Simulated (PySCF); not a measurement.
# F$_{2}$O$_{2}$W (charge −1, doublet): what the fields show

```xyz
5

W     0.0000    0.0000    0.1969
O     1.0201    1.0201    1.1592
O    -1.0201   -1.0201    1.1592
F     0.8876   -0.8876   -1.2884
F    -0.8876    0.8876   -1.2884
```

Core potentials replace the inner electrons of W.

Method: UKS PBE0, W def2-SVP with ECP60, O def2-SVP, F def2-SVP; non-relativistic Hamiltonian with scalar-relativistic core potentials where named; density fitting in PySCF.

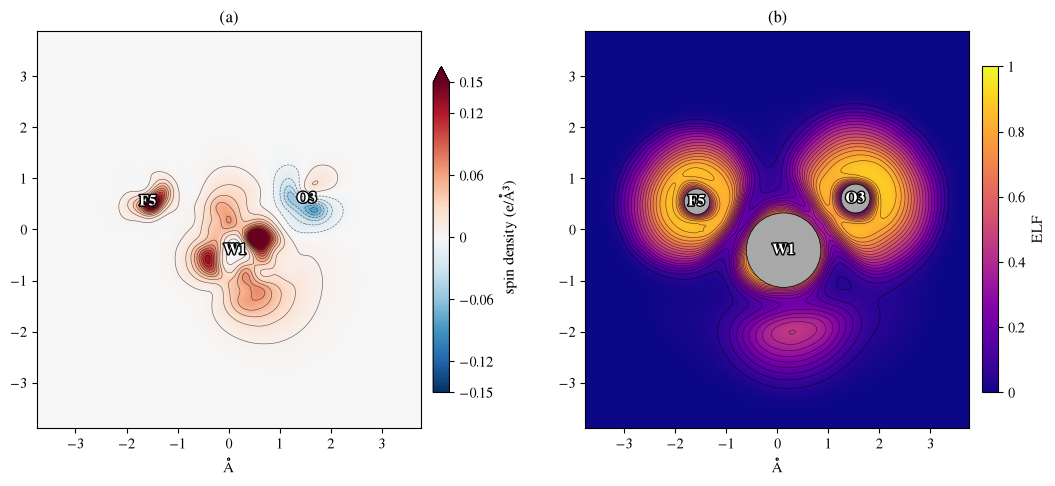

Figure 1. (a) spin density (α minus β); (b) electron localisation function on the plane of atoms O3, W1 and F5. Grey discs cover the atomic cores in the ELF map.

### Interpret the plot.

Atoms in the plane: W, O and F.
W–O (1.73 Å): the ELF peaks at about 0.75 in the valence shell of O, 0.5 Å from its nucleus, and drops to about 0.35 between the two atoms.
W–F (1.94 Å): the ELF peaks at about 0.85 in the valence shell of F, 0.5 Å from its nucleus, and drops to about 0.20 between the two atoms.
The unpaired spin (1 electron) lies mostly on W1 (about 0.9), in electrons by Hirshfeld's partition.

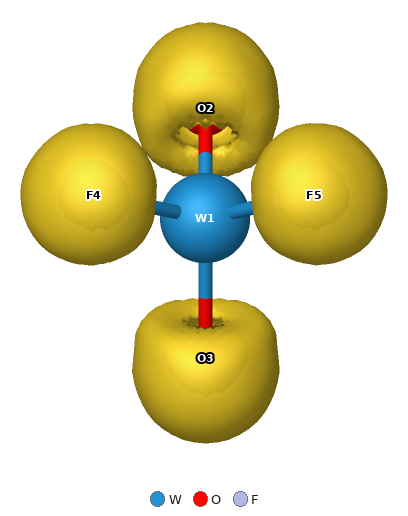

Figure 2. Isosurface of the ELF at 0.75 (yellow), seen at an oblique angle. Core shells and regions of very low density are left out.

### Identify the bonds, lone pairs and shells in this picture.

The ELF exceeds this value in two regions wrapped around F (the valence shell of each) and two regions wrapped around O (the valence shell of each).

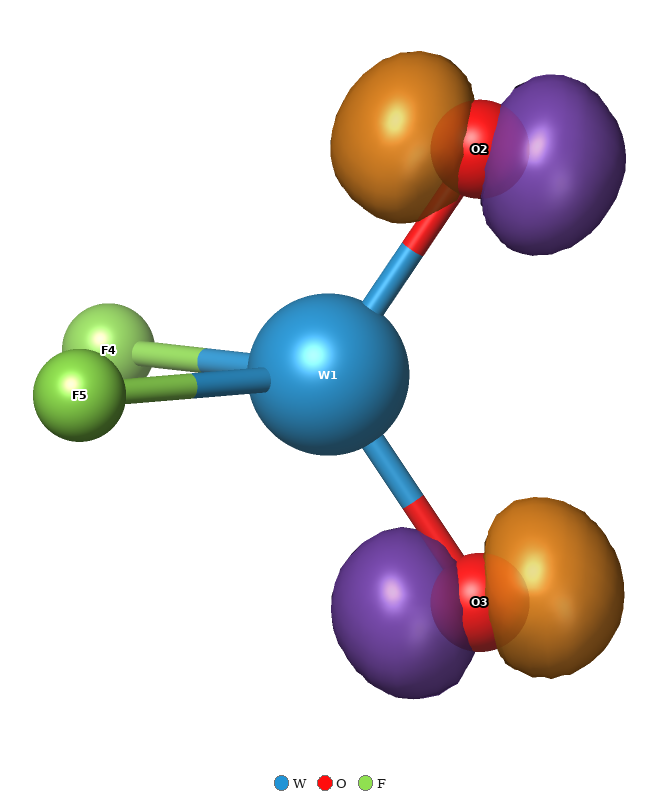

Figure 3. The HOMO−1 (α) at ±0.3 Å⁻³ᐟ² (orange and purple are the two phases), seen across its widest extent.

### Where does this orbital lie, and at what energy?

Its weight (Hirshfeld) is mainly on O2 (about 45 %) and O3 (about 45 %); largely a combination of lone pairs on O2 and O3. Its energy is −3.38 eV.

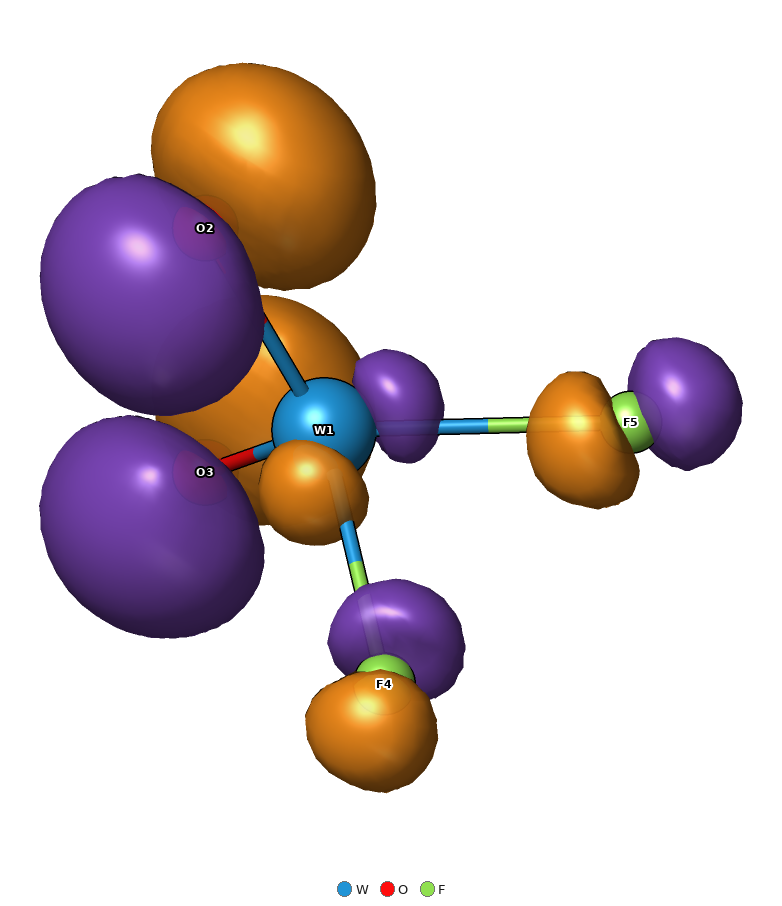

Figure 4. The HOMO−1 (β) at ±0.15 Å⁻³ᐟ² (orange and purple are the two phases), seen at an oblique angle.

### Describe this orbital and give its energy.

Its weight (Hirshfeld) is mainly on O2 (about 35 %), O3 (about 35 %) and W1 (about 15 %). Its energy is −4.18 eV.
